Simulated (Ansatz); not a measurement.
```
atom    x (Å)    y (Å)    z (Å)
   C  -0.3661  -2.4447  -1.0913
   O  -0.8810  -1.1714  -0.8050
   B  -0.1612  -0.2207  -0.1152
   N   1.1121  -0.4705   0.4595
   N  -0.7927   1.0686   0.0172
   C  -0.2561   2.1479   0.7374
   F   0.8361   2.7581   0.0914
   H  -1.0534  -2.9561  -1.7831
   H  -0.2771  -3.0703  -0.1821
   H   0.6290  -2.3952  -1.5729
   H   1.7301   0.2805   0.7386
   H   1.5585  -1.3771   0.4548
   H  -1.5412   1.2879  -0.6306
   H  -1.0098   2.9367   0.8945
   H   0.1299   1.8078   1.7136
```

These are results of RKS B3LYP/def2-SVP (Ansatz 0.2.0), not measurements.

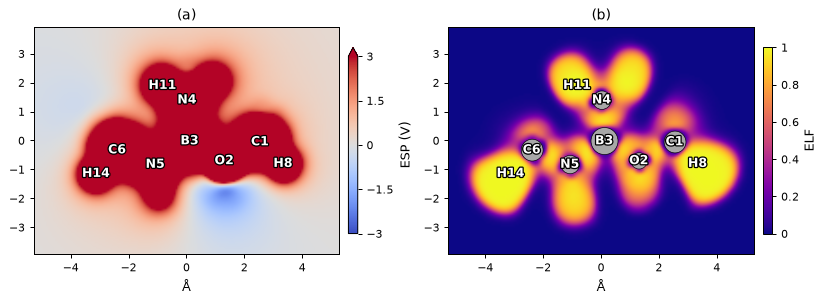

C₂H₈BFN₂O (SMILES COB(N)NCF). (a) electrostatic potential; (b) electron localisation function on the plane of atoms C1, O2 and B3. Grey discs cover the atomic cores in the ELF map.

What do the fields say about this system?

- Atoms in the plane: C, O, B, N and H.
- B–O (1.38 Å): the ELF peaks at about 0.90 between the atoms, as expected for a shared but strongly polarised pair.
- C–O (1.40 Å): the ELF peaks at about 0.90 between the atoms: a shared but strongly polarised pair.
- C–N (1.40 Å): the ELF peaks at about 0.95 between the atoms; a covalent bond.
- B–N (1.42 Å): the ELF peaks at about 0.95 between the atoms; a shared but strongly polarised pair.
- N–H (1.01 Å): the ELF climbs to about 1 towards the hydrogen, as it does in any bond to H: an ordinary covalent bond to hydrogen.
- The ELF also peaks beside O2, away from the bonds: lone-pair regions.
- Outside the dense part of the molecule the potential is most negative (−2.1 V) near O2.
